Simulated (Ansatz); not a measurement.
TaS2 (CdI2 type)

```xyz
3
Lattice="3.3288 0.0000 0.0000 -1.6644 2.8828 0.0000 0.0000 0.0000 5.7862" Properties=species:S:1:pos:R:3 pbc="T T T"
Ta     0.0000     0.0000     0.0000
S      0.0000     1.9219     1.5448
S      1.6644     0.9609     4.2413
```

This relaxed cell (volume V₀) is scaled evenly in all directions, its shape held. The atoms relax within the cell's symmetry.

Level of theory: PBE-D3(BJ) (plane waves to 420 eV, PAW, scalar-relativistic; Ansatz, a first-principles code). k mesh 17×17×9 (Γ-centred), Fermi-Dirac smearing 0.05 eV. E stands for the smeared free energy. With the shape held, the modulus is that of even scaling; a crystal free to change shape is softer. Spin-orbit coupling is left out, though Ta is heavy. TaS2 is run without spin polarisation. TaS2 was relaxed with its symmetry unable to fall. The zero of ΔE is the relaxed starting cell.

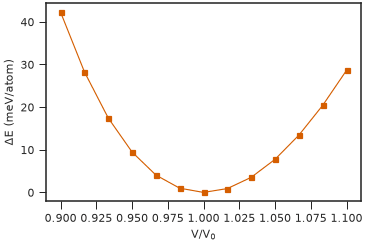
ΔE (meV/atom) against V/V₀; one marker a computed point.

What is ΔE at V/V₀ = 0.900?

About 42 meV/atom.

What bulk modulus at fixed cell shape B₀ follows from a third-order Birch-Murnaghan fit?

About 60 GPa.

What is ΔE at V/V₀ = 1.100?

About 29 meV/atom.

(A scan under strain: stresses follow from slopes of the energy per volume, elastic moduli from its curvatures.)
